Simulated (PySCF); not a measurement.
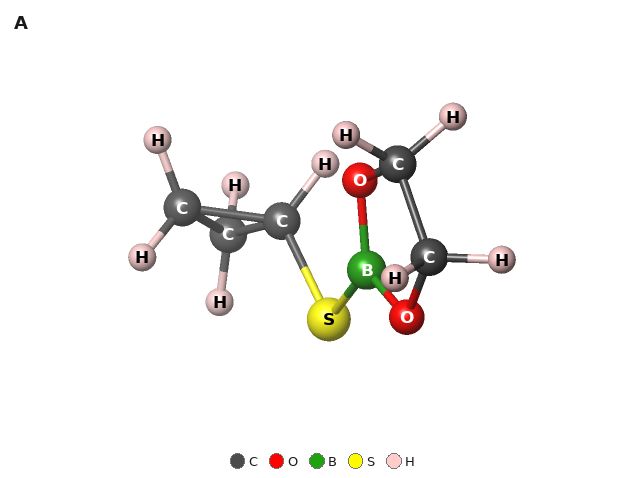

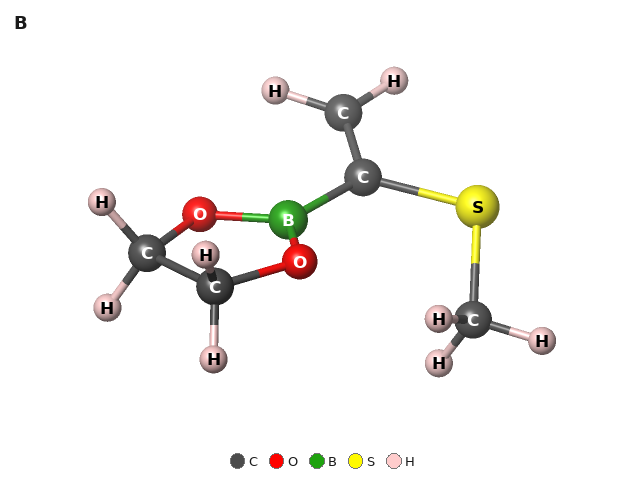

2 stationary structures of one formula. Geometries: GFN2-xTB. Electronic energies: PBE0/pcSseg-1 (PySCF 2.14.0), without zero-point energy. No frequency run is at hand to confirm each as a minimum. Each is one conformer, not always the lowest.

Are they conformers, stereoisomers or constitutional isomers?

Answer. They are constitutional isomers of C5H9BO2S: A `C1COB(SC2CC2)O1`, B `C=C(SC)B1OCCO1`.

Which is lowest in energy, and by how much?

Answer. A is lowest; B lies 8.5 kcal/mol above it.

The geometry is semi-empirical. Around B such bond lengths and angles can be off by a tenth of an ångström or more and by several degrees, and values that hang on the shape move with them.
